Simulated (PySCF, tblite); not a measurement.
# C₆H₈FOSi radical: geometry, infrared bands and EPR parameters

Wanted: the infrared bands and EPR parameters of C₆H₈FOSi radical (`[CH2]CO[Si@H]1C=CC=C1F`), by calculation.

Computed with tblite 0.8.0 and PySCF 2.14.0, with density-fitted response routines of our own, on a single molecule in the gas phase. Atoms count from 0, in the outputs and in this text.

## 1. Starting geometry

17 atoms, charge 0, multiplicity 2; geometry from: force field or distance geometry start.

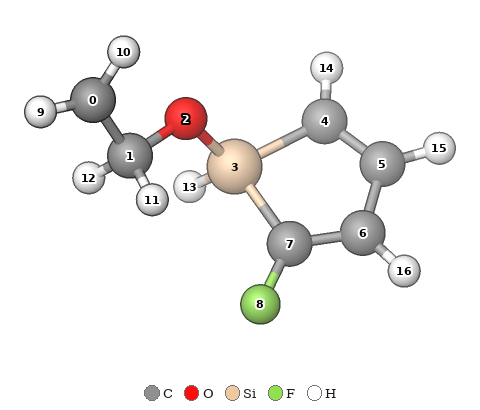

The starting geometry (carbon grey, oxygen red, silicon light orange, fluorine green, hydrogen white), atoms numbered.

## 2. Relaxing the molecule with GFN2-xTB

What the job is given:

```
{"job": {"kind": "relax", "xc": "GFN2-xTB", "basis": "xTB"}, "charge": 0, "multiplicity": 2}
C      3.248700     0.896200     0.045300
C      2.121300    -0.062100    -0.137400
O      1.097200     0.322200     0.757200
Si    -0.273300    -0.614800     0.821600
C     -1.751600     0.264500     1.605000
C     -2.756300     0.403500     0.704000
C     -2.479900    -0.142800    -0.617800
C     -1.262700    -0.706200    -0.742800
F     -0.822400    -1.270700    -1.886700
H      4.221100     0.662000    -0.331100
H      3.038900     1.900200     0.403400
H      1.782700    -0.038500    -1.168000
H      2.480700    -1.073000     0.123800
H     -0.011600    -1.942900     1.453500
H     -1.736300     0.611600     2.623700
H     -3.697200     0.890100     0.939600
H     -3.206400    -0.087200    -1.409900
```

Run with:

```sh
OMP_NUM_THREADS=1 python probes_run.py task.json out
```

This one command runs all jobs of the session in turn.

Output:

```text
step      E/eV     max force
  0    -743.76121    1.821
  1    -743.87161    0.951
  2    -743.90566    0.463
  3    -743.92378    0.359
  4    -743.93818    0.319
  5    -743.94807    0.232
  6    -743.95414    0.233
  7    -743.95801    0.137
  8    -743.96042    0.111
  9    -743.96202    0.092
 10    -743.96294    0.072
 11    -743.96352    0.069
 12    -743.96411    0.069
 13    -743.96476    0.060
 14    -743.96543    0.070
 15    -743.96610    0.061
 16    -743.96684    0.070
 17    -743.96763    0.065
 18    -743.96831    0.056
 19    -743.96884    0.055
 20    -743.96935    0.070
 21    -743.97004    0.084
 22    -743.97106    0.101
 23    -743.97226    0.092
 24    -743.97335    0.077
 25    -743.97426    0.078
 26    -743.97531    0.093
 27    -743.97672    0.134
 28    -743.97838    0.134
 29    -743.97987    0.085
 30    -743.98088    0.061
 31    -743.98150    0.051
 32    -743.98195    0.050
 33    -743.98235    0.040
 34    -743.98269    0.041
 35    -743.98303    0.046
 36    -743.98343    0.061
 37    -743.98391    0.063
 38    -743.98443    0.049
 39    -743.98487    0.042
 40    -743.98517    0.041
 41    -743.98540    0.047
 42    -743.98566    0.040
 43    -743.98598    0.050
 44    -743.98632    0.046
 45    -743.98664    0.044
 46    -743.98694    0.049
 47    -743.98726    0.046
 48    -743.98760    0.051
 49    -743.98791    0.035
 50    -743.98813    0.034
 51    -743.98829    0.029
 52    -743.98844    0.029
 53    -743.98858    0.023
 54    -743.98870    0.021
 55    -743.98877    0.019
 56    -743.98881    0.014
 57    -743.98885    0.014
 58    -743.98888    0.016
 59    -743.98892    0.014
 60    -743.98895    0.014
 61    -743.98898    0.014
 62    -743.98902    0.017
 63    -743.98908    0.019
 64    -743.98915    0.023
 65    -743.98921    0.022
 66    -743.98925    0.015
 67    -743.98928    0.016
 68    -743.98932    0.014
 69    -743.98935    0.014
 70    -743.98938    0.015
 71    -743.98941    0.017
 72    -743.98947    0.020
 73    -743.98954    0.020
 74    -743.98963    0.022
 75    -743.98971    0.022
 76    -743.98979    0.023
 77    -743.98986    0.023
 78    -743.98992    0.017
 79    -743.98996    0.014
 80    -743.98998    0.012
 81    -743.99001    0.015
 82    -743.99004    0.013
 83    -743.99007    0.013
 84    -743.99010    0.011
 85    -743.99012    0.013
 86    -743.99014    0.014
 87    -743.99016    0.013
 88    -743.99020    0.016
 89    -743.99025    0.017
 90    -743.99029    0.016
 91    -743.99032    0.012
 92    -743.99033    0.010
 93    -743.99034    0.007
```

Wall time 0.78 s (1 thread of Arm Neoverse V1, shared host).

Relaxation path: (not every step is listed)

```
step  energy from step 0 (eV)  largest force (eV/Å)
   0                   0.0000                1.8207
   1                  -0.1104                0.9510
   2                  -0.1445                0.4626
   3                  -0.1626                0.3588
   4                  -0.1770                0.3194
   5                  -0.1869                0.2318
   6                  -0.1929                0.2329
   7                  -0.1968                0.1375
   8                  -0.1992                0.1111
  16                  -0.2056                0.0695
  24                  -0.2121                0.0769
  32                  -0.2207                0.0497
  40                  -0.2240                0.0412
  48                  -0.2264                0.0510
  56                  -0.2276                0.0144
  64                  -0.2279                0.0228
  72                  -0.2283                0.0201
  80                  -0.2288                0.0118
  88                  -0.2290                0.0163
  89                  -0.2290                0.0169
  90                  -0.2291                0.0159
  91                  -0.2291                0.0118
  92                  -0.2291                0.0102
  93                  -0.2291                0.0073
```

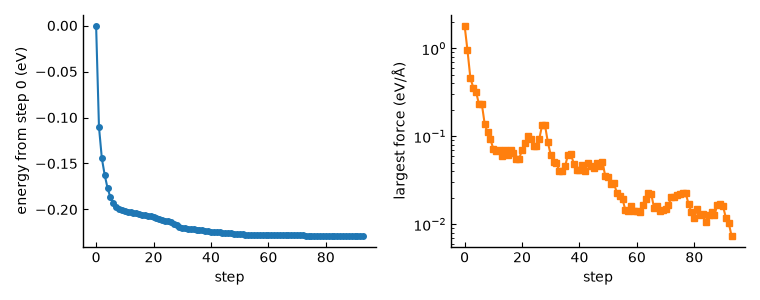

Energy and largest force along the relaxation.

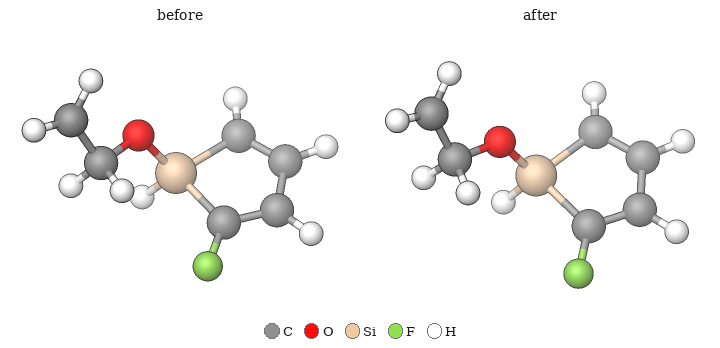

The geometry before (left) and after (right).

Close pairs (by a distance rule), those that changed most:

```
   bond  before (Å)  after (Å)  change (Å)
 Si3–C7       1.853      1.907      +0.054
 O2–Si3       1.661      1.613      -0.048
Si3–H13       1.494      1.464      -0.030
  C0–C1       1.491      1.467      -0.024
 C1–H11       1.085      1.105      +0.020
  C4–C5       1.357      1.338      -0.019
 C0–H10       1.086      1.070      -0.017
 Si3–C4       1.890      1.877      -0.013
```

The final coordinates are the input of the step that follows.

## 3. Infrared spectrum with GFN2-xTB

What the job is given:

```
{"job": {"kind": "ir", "xc": "GFN2-xTB", "basis": "xTB"}, "charge": 0, "multiplicity": 2}
C      3.246973     0.991082     0.121487
C      2.258611    -0.073095    -0.084882
O      1.052213     0.231520     0.561717
Si    -0.285871    -0.656789     0.711621
C     -1.630039     0.361932     1.536329
C     -2.696304     0.435299     0.731923
C     -2.593083    -0.185467    -0.581010
C     -1.420038    -0.778864    -0.816915
F     -1.152989    -1.402206    -1.987371
H      4.214601     0.910536    -0.329390
H      2.987504     1.850179     0.703610
H      2.066163    -0.227872    -1.162358
H      2.638419    -1.042430     0.287932
H     -0.038909    -1.993998     1.254952
H     -1.630300     0.786971     2.524314
H     -3.614445     0.940836     0.995931
H     -3.409501    -0.135603    -1.284518
```

Output:

```text
mode    cm-1     km/mol
  1      24.7      0.29
  2      56.3      2.82
  3      69.5      1.62
  4      84.4      2.36
  5     148.9      6.35
  6     186.9      1.60
  7     243.9     10.14
  8     303.6      8.56
  9     343.2      3.74
 10     390.6      8.14
 11     392.4     61.85
 12     418.3      4.79
 13     451.3     36.56
 14     585.3     81.77
 15     606.4      4.82
 16     640.7     28.61
 17     700.3    101.94
 18     736.9     34.66
 19     771.7    122.16
 20     829.6     44.17
 21     869.6     12.24
 22     894.1      0.82
 23     913.1      0.54
 24     975.5     89.28
 25    1027.1      4.96
 26    1100.7     33.20
 27    1112.7    151.34
 28    1165.2     11.00
 29    1169.6    107.84
 30    1189.0    187.56
 31    1235.0     18.84
 32    1312.3      4.70
 33    1320.7      3.75
 34    1358.6      2.22
 35    1433.7      7.25
 36    1564.9     55.39
 37    1637.7     28.07
 38    2249.9    291.14
 39    2736.1     30.95
 40    2800.9     39.61
 41    3064.1     38.88
 42    3093.6     42.29
 43    3116.7     31.08
 44    3155.2      8.58
 45    3213.1     14.20
```

Wall time 0.74 s (1 thread of Arm Neoverse V1, shared host).

The strongest bands and the atoms that carry them (share of the mass-weighted mode):

```
cm⁻¹  km/mol                                atoms
 585    81.8                   H13 57 %, Si3 18 %
 700   101.9                             H13 58 %
 772   122.2           Si3 22 %, O2 15 %, H9 12 %
 976    89.3  O2 24 %, H9 23 %, C0 15 %, H10 13 %
1113   151.3  C1 22 %, H14 18 %, O2 14 %, C0 13 %
1170   107.8  C1 30 %, O2 20 %, H11 13 %, C0 11 %
1189   187.6           C7 37 %, H15 15 %, F8 13 %
2250   291.1                             H13 97 %
```

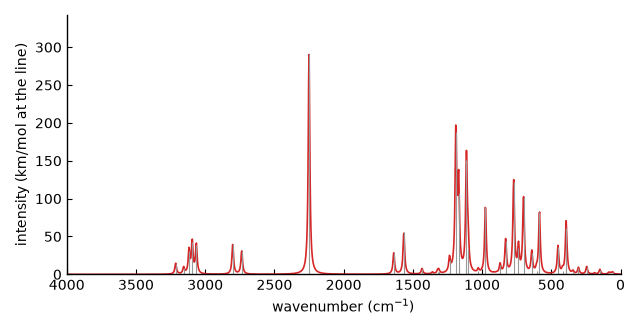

The infrared spectrum from these modes, unscaled. Lines are broadened to a width of 14 cm⁻¹ (Lorentzian).

## 4. EPR parameters: B3LYP/pcH-1

Same as in step 3 but for these lines:

```diff
@@ -1,2 +1,2 @@
-{"job": {"kind": "ir", "xc": "GFN2-xTB", "basis": "xTB"}, "charge": 0, "multiplicity": 2}
+{"job": {"kind": "epr", "basis": "pcH-1"}, "charge": 0, "multiplicity": 2}
 C      3.246973     0.991082     0.121487
```

Method: UKS B3LYP, pcH-1 on C F H O Si, non-relativistic, mean-field spin-orbit, GIAO.

Output:

```text
UKS, coarse grid
  cycle   1  E = -697.81510089  |g| = 6.43e-01
  cycle   2  E = -697.53968743  |g| = 1.06e+00
  cycle   3  E = -697.95671034  |g| = 1.41e-01
  cycle   4  E = -697.96464369  |g| = 5.03e-02
  cycle   5  E = -697.96558425  |g| = 1.65e-02
  cycle   6  E = -697.96567509  |g| = 7.14e-03
  cycle   7  E = -697.96570345  |g| = 1.37e-03
  cycle   8  E = -697.96570276  |g| = 1.07e-03
  cycle   9  E = -697.96570298  |g| = 2.63e-04
UKS, final grid
  cycle   1  E = -697.96563557  |g| = 3.86e-04
  cycle   2  E = -697.96563542  |g| = 6.86e-04
  cycle   3  E = -697.96563563  |g| = 6.68e-05
  cycle   4  E = -697.96563564  |g| = 1.97e-05
E = -697.96563564 Eh   <S^2> = 0.7537 (exact 0.7500)
g shifts (ppm)      1          2          3
  rmc          -132       -132       -132
  gc              2         30         14
  oz_so          -6        538        699
  total        -135        436        581
hyperfine (MHz)  atom isotope    a_iso     a_fc   dipolar eigenvalues
    0   13C      87.50      87.60    -82.39    -81.79    164.18
    1   13C     -40.19     -40.20     -2.49      0.41      2.08
    2   17O       1.41       1.41     -1.41      0.65      0.75
    3  29Si       1.70       1.70     -0.26      0.09      0.17
    4   13C       0.02       0.02     -0.14     -0.13      0.27
    5   13C       0.04       0.04     -0.10     -0.08      0.18
    6   13C      -0.01      -0.01     -0.10     -0.09      0.19
    7   13C      -0.08      -0.08     -0.18     -0.16      0.33
    8   19F       0.31       0.31     -0.57     -0.54      1.12
    9    1H     -63.39     -63.40    -39.64     -0.37     40.01
   10    1H     -66.47     -66.49    -40.05      0.10     39.95
   11    1H     128.39     128.39     -5.50     -3.72      9.22
   12    1H     128.72     128.72     -5.51     -3.79      9.30
   13    1H       0.06       0.06     -0.84     -0.82      1.66
   14    1H       0.00       0.00     -0.46     -0.45      0.91
   15    1H      -0.00      -0.00     -0.24     -0.23      0.47
   16    1H       0.02       0.02     -0.24     -0.24      0.49
```

Run time: 2.7 min. Hardware: 1 thread of Arm Neoverse V1, shared host; peak memory 1.1 GiB.

Principal g values 2.00218, 2.00276, 2.00290; g(iso) = 2.00261, against 2.00232 for a free electron.

Mean a(iso) over the nuclei that a row names, and the largest dipolar term of the row (other rows stand at the frozen geometry):

```
 nuclei  isotope  a(iso) (MHz)  a(iso) (G, at g = 2.0023)  largest dipolar term (MHz)
    H12       1H         128.7                       45.9                         9.3
    H11       1H         128.4                       45.8                         9.2
     C0      13C          87.5                       31.2                       164.2
H9, H10       1H         -64.9                      -23.2                       -40.0
     C1      13C         -40.2                      -14.3                        -2.5
    Si3     29Si           1.7                        0.6                        -0.3
     O2      17O           1.4                        0.5                        -1.4
     F8      19F           0.3                        0.1                         1.1
     C7      13C          -0.1                        0.0                         0.3
    H13       1H           0.1                        0.0                         1.7
     C5      13C           0.0                        0.0                         0.2
    H16       1H           0.0                        0.0                         0.5
     C4      13C           0.0                        0.0                         0.3
     C6      13C           0.0                        0.0                         0.2
```

Mulliken spin populations:

C0 1.08; C1 -0.09; O2 0.00; Si3 0.00; C4 0.00; C5 0.00; C6 0.00; C7 0.00; F8 0.00; H9 -0.04; H10 -0.05; H11 0.05; H12 0.05; H13 0.00; H14 0.00; H15 0.00; H16 0.00

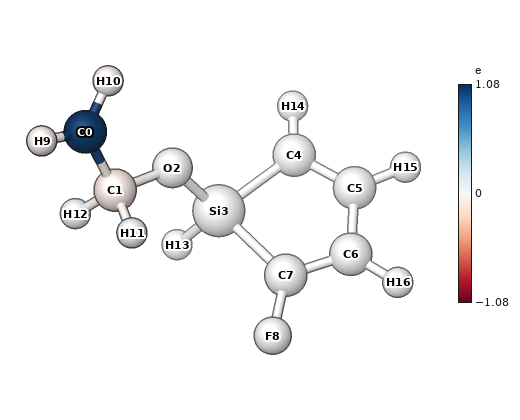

Mulliken spin populations, as colours on the atoms.

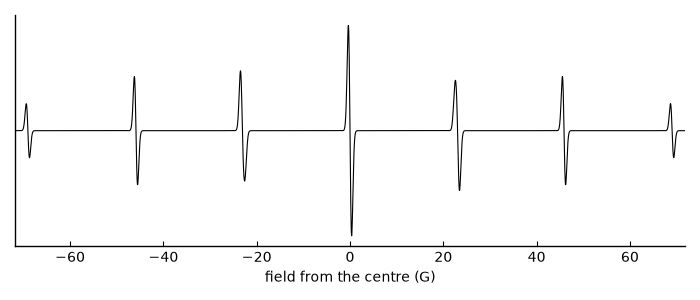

First-order isotropic spectrum (first derivative, main isotopes with spin only, couplings over 0.8 MHz, Gaussian width 0.3 G; couplings of the frozen geometry, rotation of groups not averaged beyond the rows shown).

The fields below are evaluated on a grid from the run's orbitals.

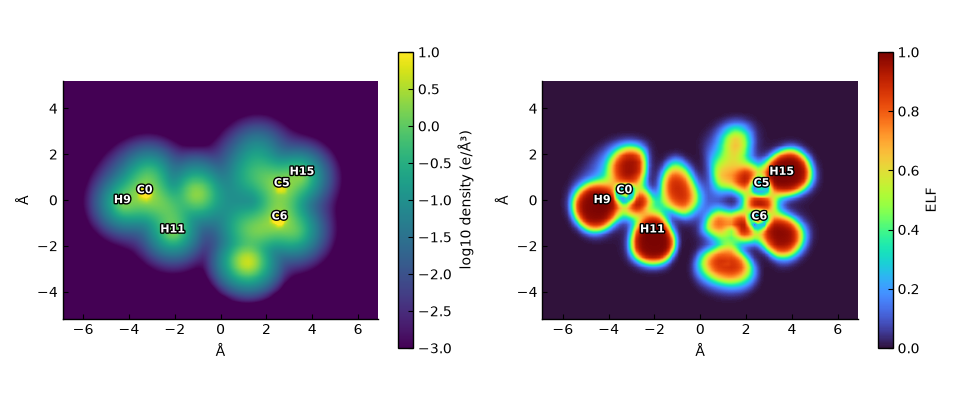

Density (left) and ELF (right) in a plane through or near 6 of the atoms.

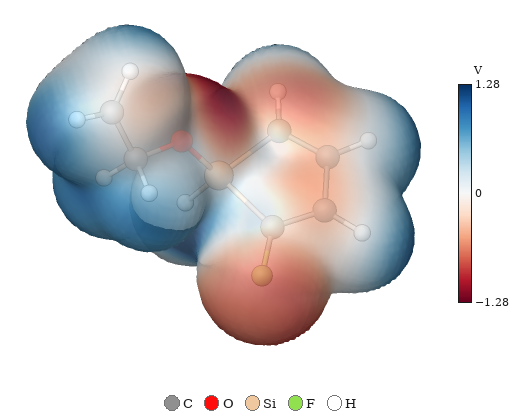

Electrostatic potential on the surface of density 0.002 e/bohr³; red is low, blue high. It runs from -0.99 V near O2 to 1.28 V near H11.

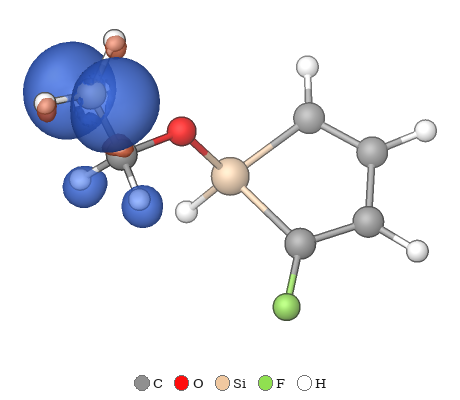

Spin density at ±0.04 e/Å³ (alpha excess blue, beta excess red).

## 5. Results

| quantity | value |
| --- | --- |
| strongest single infrared mode (GFN2-xTB) | 2250 cm⁻¹, 291 km/mol |
| zero-point energy (GFN2-xTB) | 73.9 kcal/mol |
| g(iso) (B3LYP) | 2.00261 |
| ⟨S²⟩ | 0.754 (exact 0.75) |
| largest a(iso) (averaged by class) | 1H on H12, 128.7 MHz |
| potential on the surface of density 0.002 e/bohr³, 1st and 99th percentile | -0.99 V and 1.28 V |

Over 93 steps the energy fell by 0.229 eV; of the close pairs, Si3–C7 changed most, 1.853 to 1.907 Å. All 45 modes are real, so the xTB geometry is a minimum. The strongest single mode, at 2250 cm⁻¹, moves mainly H13. GFN2-xTB is a fitted tight-binding method: band positions and strengths are rough. Its intensities can rank the bands wrongly. C0 carries the largest spin population, 1.08 e. The isotropic g lies 0.3 ppt above the free-electron value. These values are for one conformer; the search (at its own cheap level) found 1 more, at 0.49 kcal/mol, and measured spectra average over such forms.
